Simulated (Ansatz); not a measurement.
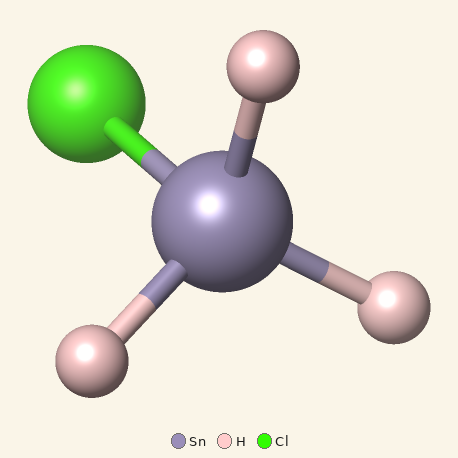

A ball-and-stick model of a molecule.

The computed structure is the end point of a PBE0-D4/def2-TZVP optimisation.

Identify the structure.

The molecule is ClH₃Sn. This geometry has C3v symmetry. Coordination: 1 Sn tetrahedral.

More results for the same structure follow; atom numbers are the same in all pictures, views and colours differ.

## Electronic properties

Properties computed with RKS PBE0-D4/def2-TZVPP, core potentials on Sn (Ansatz 0.2.0).

Predict the main results.

- HOMO energy (Kohn–Sham orbital): −8.63 eV
- LUMO energy (Kohn–Sham orbital): −0.87 eV
- HOMO–LUMO gap: 7.76 eV

## Charges

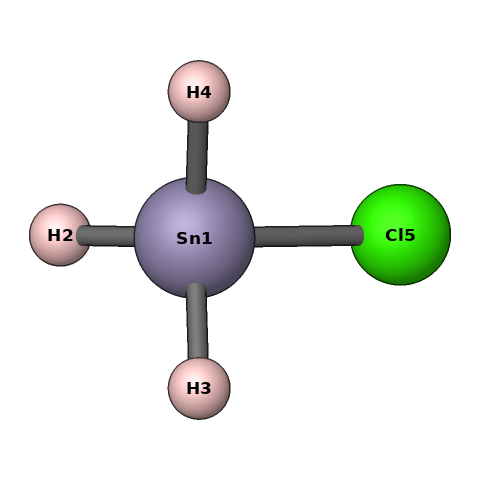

The questions are on Mulliken charges. Properties computed with RKS PBE0-D4/def2-TZVP, core potentials on Sn (Ansatz 0.2.0).

List the Mulliken charges.

```csv
atom,value (e)
Sn1,0.51
H2,−0.04
H3,−0.04
H4,−0.04
Cl5,−0.40
```

## Thermal motion

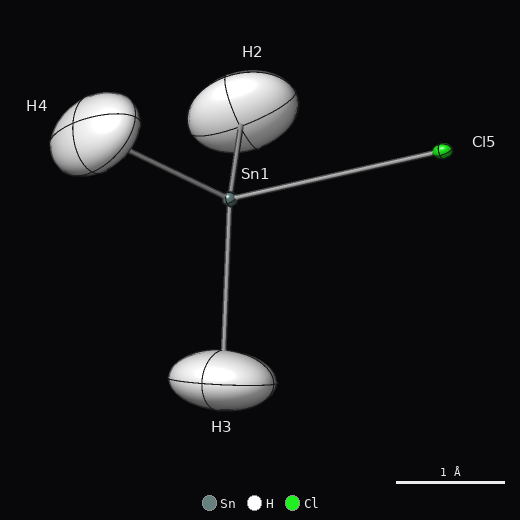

Displacement ellipsoids at the 50 % level, enlarged 2 times, from the internal vibrations of the free molecule (harmonic, no overall translation or rotation; no half-axis is drawn under 0.075 Å). Vibrations computed with RKS PBE0-D4/def2-TZVP, core potentials on Sn (Ansatz 0.2.0). Temperature: 200 K.

Question: Which atom moves most?

Answer: H2, H3, H4, with U_eq = 0.0185 Å².

Question: Does H2 move more along its bond or across it?

Answer: Across it: the root-mean-square amplitude is 0.092 Å along the bond and up to 0.175 Å across, since bending and torsion are softer than stretching.

Give the displacement parameters, one line for each set of equivalent atoms.

```
      atom  U_eq (Å²)   rms amplitudes (Å)
       Sn1    0.00004  0.003, 0.003, 0.010
H2, H3, H4     0.0185  0.092, 0.128, 0.175
       Cl5    0.00039  0.005, 0.005, 0.034
```

Mulliken values depend strongly on the basis set and can even reverse the polarity of a bond.
